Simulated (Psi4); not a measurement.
# B3LYP/6-31G(d) (spherical functions) run of CH5AlO2 (SMILES C[Al](O)O)

Aim: the vertical ionisation energy of CH5AlO2 at B3LYP/6-31G* (spherical functions), from 2 runs. 

The results are computed with Psi4 1.11.

## 1. Starting point

CH5AlO2 has 9 atoms, charge 0, and is taken as a singlet. As SMILES, `C[Al](O)O`. Geometry: relaxed at PBE0-D4/def2-TZVP. This is one conformer, not always the lowest.

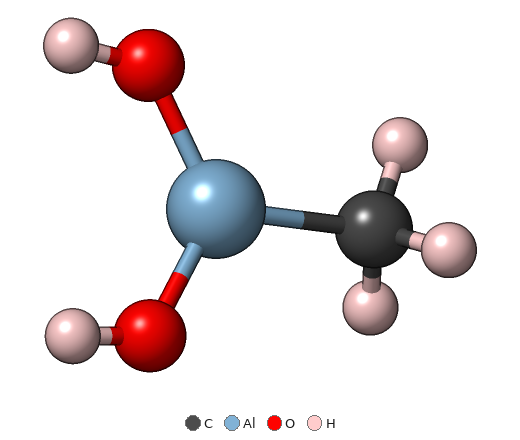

The structure, seen from a chosen angle (carbon dark grey, aluminium light blue, oxygen red, hydrogen pink).

## 2. The energy at B3LYP/6-31G(d) (spherical functions)

Contents of input.inp:

```
memory 2.2 GB

molecule molecule1 {
  0 1
  C     -0.025110     1.109820    -1.034090
  Al    -0.001290    -0.302910     0.285630
  O      0.957740    -1.672870    -0.006720
  O     -0.933740    -0.131550     1.694140
  H     -0.226970     0.712350    -2.032300
  H     -0.780650     1.863510    -0.803740
  H      0.945840     1.611200    -1.084700
  H      1.048330    -2.422320     0.577320
  H     -0.984140    -0.767250     2.404460
  units angstrom
  symmetry c1
}

set basis 6-31G*
set puream true
set e_convergence 1e-09
set d_convergence 1e-08
set scf_type pk
set dft_radial_points 99
set dft_spherical_points 590

e, wfn = energy('b3lyp', return_wfn=True)
oeprop(wfn, 'QUADRUPOLE', 'WIBERG_LOWDIN_INDICES', 'LOWDIN_CHARGES')
```

Run with:

```sh
$ psi4 -n 1 input.inp input.out
```

input.out:

```text
[...]
  Running in c1 symmetry.
[...]
  Nuclear repulsion =  158.332931051724813
[...]
  Multiplicity = 1
[...]
  Nalpha       = 20
  Nbeta        = 20
[...]
    Number of basis functions: 70
[...]
   @RKS iter   1:  -433.49657323904967   -3.37126e-01   1.70418e-02 DIIS/ADIIS
[...]
   @RKS iter  10:  -434.09663824940338   -8.93010e-11   8.98076e-09 DIIS
[...]
    Orbital Energies [Eh]
    ---------------------
    Doubly Occupied:
       1A    -56.017884     2A    -19.117414     3A    -19.117199
       4A    -10.143512     5A     -4.116536     6A     -2.673030
       7A     -2.668559     8A     -2.665555     9A     -0.967283
      10A     -0.958280    11A     -0.671233    12A     -0.502867
      13A     -0.482315    14A     -0.387359    15A     -0.385219
      16A     -0.350874    17A     -0.319032    18A     -0.305192
      19A     -0.298840    20A     -0.298163
[...]
  @RKS Final Energy:  -434.09663824940338
   => Energetics <=
    Nuclear Repulsion Energy =            158.3329310517248132
    One-Electron Energy =                -914.9151103857958560
    Two-Electron Energy =                 357.4717867090019467
    DFT Exchange-Correlation Energy =     -34.9862456243342947
    Empirical Dispersion Energy =           0.0000000000000000
    VV10 Nonlocal Energy =                  0.0000000000000000
    Total Energy =                       -434.0966382494033837
[...]
 Multipole Moments:
 ------------------------------------------------------------------------------------
     Multipole            Electronic (a.u.)      Nuclear  (a.u.)        Total (a.u.)
 ------------------------------------------------------------------------------------
 L = 1.  Multiply by 2.5417464519 to convert [e a0] to [Debye]
 Dipole X            :          0.0229869            0.0010824            0.0240693
 Dipole Y            :         -2.8903010            2.3336815           -0.5566194
 Dipole Z            :          2.7135610           -2.1954114            0.5181496
 Magnitude           :                                                    0.7608440
 L = 2.  Multiply by 1.3450342976 to convert [e a0^2] to [Debye ang]
 Quadrupole XX       :        -87.3882424           64.0647149          -23.3235275
 Quadrupole XY       :         51.2204849          -49.5178517            1.7026332
[...]
```

It took 17 s on 1 thread of Intel Xeon Platinum 8259CL at 2.50GHz (Skylake/Cascade Lake), shared host; peak memory 1.1 GiB.

## 3. The doublet cation: energy and gradient at UB3LYP/6-31G(d) (spherical functions)

Contents of ch5alo2.xyz:

```xyz
9
CH5AlO2
C     -0.025110     1.109820    -1.034090
Al    -0.001290    -0.302910     0.285630
O      0.957740    -1.672870    -0.006720
O     -0.933740    -0.131550     1.694140
H     -0.226970     0.712350    -2.032300
H     -0.780650     1.863510    -0.803740
H      0.945840     1.611200    -1.084700
H      1.048330    -2.422320     0.577320
H     -0.984140    -0.767250     2.404460
```

Contents of run.py:

```python
import psi4

psi4.set_memory('2200 MB')
psi4.set_num_threads(1)
psi4.core.set_output_file('ch5alo2.out', False)

with open('ch5alo2.xyz') as f:
    atoms = ''.join(f.readlines()[2:])
geom = psi4.geometry('1 2\n' + atoms + 'symmetry c1')

psi4.set_options({
    'reference': 'uks',
    'puream': True,
    'e_convergence': 1e-09,
    'd_convergence': 1e-08,
    'scf_type': 'pk',
    'dft_radial_points': 99,
    'dft_spherical_points': 590,
    'maxiter': 100,
})

result, w = psi4.gradient('b3lyp/6-31G*', return_wfn=True)
psi4.oeprop(w, 'LOWDIN_CHARGES', 'MULLIKEN_CHARGES', 'DIPOLE')
print('gradient / Eh bohr^-1')
print(result.np.round(6))
print(f'energy = {w.energy():.10f} Eh')
```

Run with:

```sh
$ python run.py
```

ch5alo2.out (excerpt; [...] marks lines left out):

```text
[...]
  Running in c1 symmetry.
[...]
  Nuclear repulsion =  158.332931051724813
[...]
  Multiplicity = 2
[...]
  Nalpha       = 20
  Nbeta        = 19
[...]
    Number of basis functions: 70
[...]
   @UKS iter   1:  -433.26439473498340   -1.04947e-01   1.48084e-02 DIIS/ADIIS
[...]
   @UKS iter  27:  -433.70411294638569   -8.01492e-12   7.52055e-09 DIIS
[...]
   @S^2 Observed:                7.571037279E-01
[...]
  @UKS Final Energy:  -433.70411294638569
   => Energetics <=
    Nuclear Repulsion Energy =            158.3329310517248132
    One-Electron Energy =                -904.5469136883953070
    Two-Electron Energy =                 347.1963069204190901
    DFT Exchange-Correlation Energy =     -34.6864372301342669
    Empirical Dispersion Energy =           0.0000000000000000
    VV10 Nonlocal Energy =                  0.0000000000000000
    Total Energy =                       -433.7041129463856919
[...]
  -Total Gradient:
     Atom            X                  Y                   Z
    ------   -----------------  -----------------  -----------------
       1       -0.002655344082    -0.037560267813     0.039432923233
       2       -0.012589823239     0.015914813805     0.006335537225
       3        0.014286069957    -0.019151292442    -0.005949072649
       4        0.008846045394    -0.014932740164    -0.000230773612
       5        0.001617902967     0.012463781586    -0.000911759650
       6        0.008189945099     0.003891056584    -0.013425359319
       7       -0.008136661655     0.005776865489    -0.008626074684
       8       -0.011050918593     0.020506968010    -0.001087157583
       9        0.001492942119     0.013100733154    -0.015549512685
[...]
 Multipole Moments:
 ------------------------------------------------------------------------------------
[...]
```

Standard output:

```text
gradient / Eh bohr^-1
[[-0.002655 -0.03756   0.039433]
 [-0.01259   0.015915  0.006336]
 [ 0.014286 -0.019151 -0.005949]
 [ 0.008846 -0.014933 -0.000231]
 [ 0.001618  0.012464 -0.000912]
 [ 0.00819   0.003891 -0.013425]
 [-0.008137  0.005777 -0.008626]
 [-0.011051  0.020507 -0.001087]
 [ 0.001493  0.013101 -0.01555 ]]
energy = -433.7041129464 Eh
```

Wall time 69 s (1 thread of Intel Xeon Platinum 8259CL at 2.50GHz (Skylake/Cascade Lake), shared host); peak memory 1.1 GiB.

## 4. Summary of results

Level: B3LYP/6-31G* (spherical functions).

| quantity | value |
| --- | --- |
| singlet CH5AlO2: total energy | -434.09664 Eh |
| singlet CH5AlO2: dipole moment | 1.93 D |
| singlet CH5AlO2: HOMO energy | -8.11 eV |
| singlet CH5AlO2: LUMO energy | -0.07 eV |
| singlet CH5AlO2: HOMO–LUMO gap | 8.05 eV |
| doublet cation: total energy | -433.70411 Eh |
| doublet cation: HOMO energy (highest over α and β) | -14.24 eV |
| doublet cation: LUMO energy (lowest over α and β) | -13.17 eV |
| doublet cation: ⟨S²⟩ | 0.757 |
| doublet cation: largest force on an atom | 2.804 eV/Å |
| vertical ionisation energy (to the doublet cation) | 10.681 eV |

Removing an electron at fixed nuclei costs 10.68 eV (246 kcal/mol). The negative HOMO energy of the first species, 8.11 eV, lies 2.57 eV below that difference. Mulliken charges (doublet cation) run from -0.67 on C1 to +1.07 on Al2.
